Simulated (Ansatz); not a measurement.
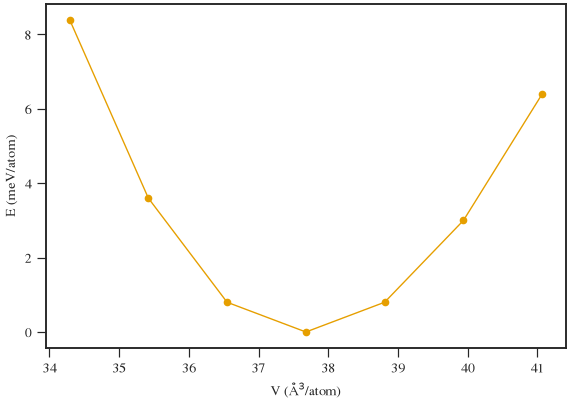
Figure: Na (bcc (W type), space group No. 229) under volume change, DFT-r²SCAN in the program Ansatz with PAW potentials, scaled uniformly.

### Question
What does a third-order Birch–Murnaghan fit give for V₀, B₀ and B′?

### Answer
V₀ = 37.68 Å³/atom, B₀ = 7.6 GPa, B′ = 3.6.

Space group Im-3m (bcc (W type)). The r²SCAN relaxation kept the symmetry of its start.

Potentials: the earlier of the program's two PAW sets. The files were generated under PBE; for other functionals the program regenerates the frozen cores, and for LDA and PBEsol the local potential too.
